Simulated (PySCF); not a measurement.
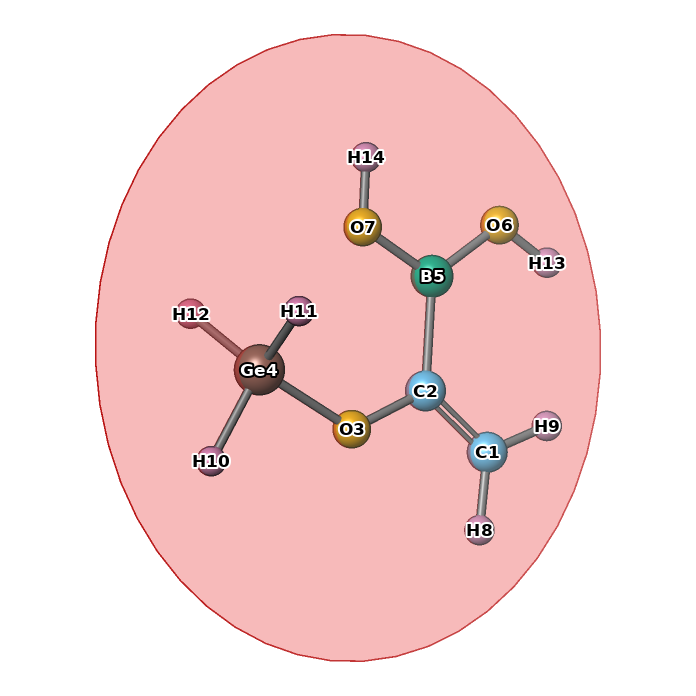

A disc through the centre of mass is drawn in. Distant atoms are faded towards the background colour. Computed geometry: GFN2-xTB optimisation. No frequency run is at hand to confirm it as a minimum.

> Is the plane of the disc a mirror plane of the structure?

Yes. The reflection leaves C1, C2, O3, Ge4, B5, O6, O7, H8, H9, H10, H13, H14 in place and moves H11 ↔ H12. The point group is Cs.
